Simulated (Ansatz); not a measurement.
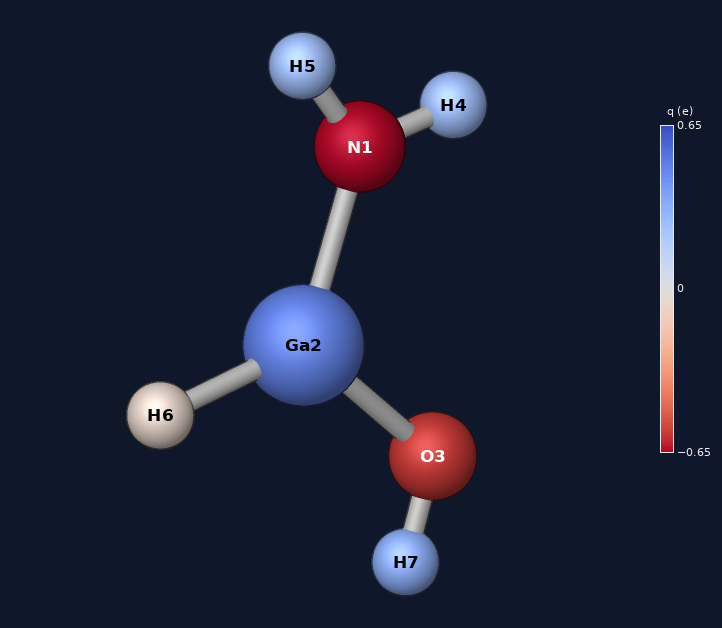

Atoms are coloured by their Mulliken charges. The computed structure is the end point of a PBE0-D4/def2-TZVP optimisation. No frequency run is at hand to confirm it as a minimum. Method: RKS PBE0-D4/def2-TZVP (Ansatz 0.2.0).

**Which atom carries the highest charge (most positive or least negative)?**

Ga2 (0.48 e).

**And the lowest?**

N1 (−0.64 e).

Give the Mulliken charges atom by atom.

| atom | value (e) |
| --- | --- |
| N1 | −0.64 |
| Ga2 | 0.48 |
| O3 | −0.57 |
| H4 | 0.25 |
| H5 | 0.24 |
| H6 | −0.06 |
| H7 | 0.31 |

Mulliken values depend strongly on the basis set and can even reverse the polarity of a bond.
